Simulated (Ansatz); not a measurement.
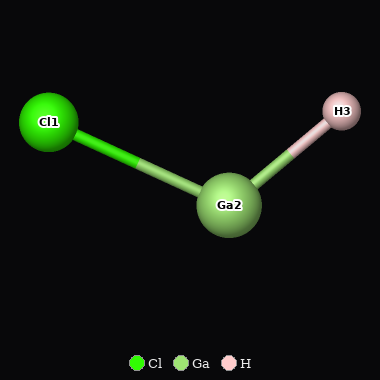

The system is ClGaH, SMILES [Cl][GaH], spin multiplicity 2; the picture shows the reference structure. 
- Coordinates scanned: (1) bond length Ga2–H3; (2) angle H3–Ga2–Cl1.
- Nothing is relaxed (all other coordinates rigid).
- The scan uses an 11 × 11 grid.
- Points are written as (first, second).
- Energies are in kJ/mol, from the lowest grid point.
- All numbers below come from Ansatz, UKS r2SCAN0-D4/def2-TZVP.

Its coordinates:

```xyz
3

Cl    1.5216   -0.1894    0.8010
Ga   -0.3306   -0.5807   -0.2323
H    -1.2018    0.7053   -0.5820
```

Range: bond length Ga2–H3 from 1.306 to 2.388 Å; angle H3–Ga2–Cl1 from 90.4 to 140.4°.

Predict the map.

The lowest grid point is at (1.630 Å, 115.4°). No other kind of well shows on this grid. The highest grid point, (1.306 Å, 90.4°), lies 104 kJ/mol above the lowest. Round the minimum the two coordinates are nearly uncoupled.

| angle H3–Ga2–Cl1 ↓, bond length Ga2–H3 → | 1.306 | 1.414 | 1.522 | 1.630 | 1.739 | 1.847 | 1.955 | 2.063 | 2.172 | 2.280 | 2.388 |
| --- | --- | --- | --- | --- | --- | --- | --- | --- | --- | --- | --- |
| 140.4 | 96 | 46 | 25 | 22 | 30 | 43 | 57 | 71 | 83 | 94 | 102 |
| 135.4 | 88 | 38 | 17 | 15 | 23 | 36 | 51 | 66 | 80 | 91 | 100 |
| 130.4 | 81 | 32 | 11 | 8 | 17 | 31 | 47 | 63 | 77 | 88 | 98 |
| 125.4 | 77 | 27 | 6 | 4 | 13 | 27 | 44 | 60 | 74 | 87 | 97 |
| 120.4 | 74 | 24 | 3 | 1 | 10 | 25 | 41 | 58 | 73 | 86 | 96 |
| 115.4 | 74 | 23 | 2 | 0 | 9 | 24 | 41 | 57 | 73 | 85 | 96 |
| 110.4 | 75 | 25 | 3 | 1 | 10 | 24 | 41 | 58 | 73 | 86 | 96 |
| 105.4 | 79 | 28 | 7 | 4 | 12 | 27 | 43 | 60 | 74 | 87 | 97 |
| 100.4 | 85 | 34 | 12 | 9 | 17 | 31 | 47 | 63 | 77 | 89 | 98 |
| 95.4 | 93 | 42 | 20 | 16 | 24 | 37 | 52 | 67 | 80 | 91 | 100 |
| 90.4 | 104 | 52 | 30 | 26 | 33 | 45 | 59 | 73 | 85 | 95 | 103 |

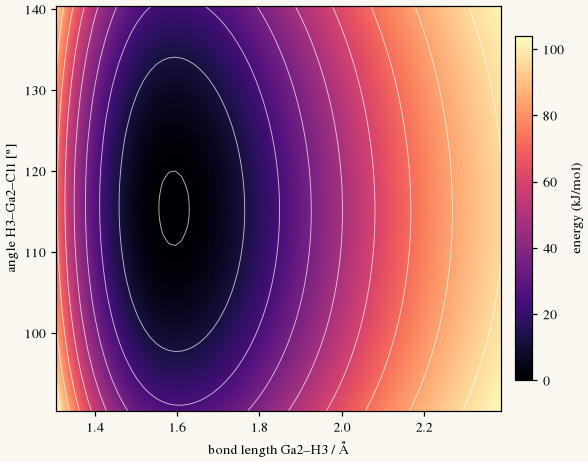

The picture shows a smooth colour map with a few white contour lines. Between grid points the surface is interpolated.

Time for the 121 points that were run: 17 min on 1 thread of Arm Neoverse V1, with other jobs on the host.
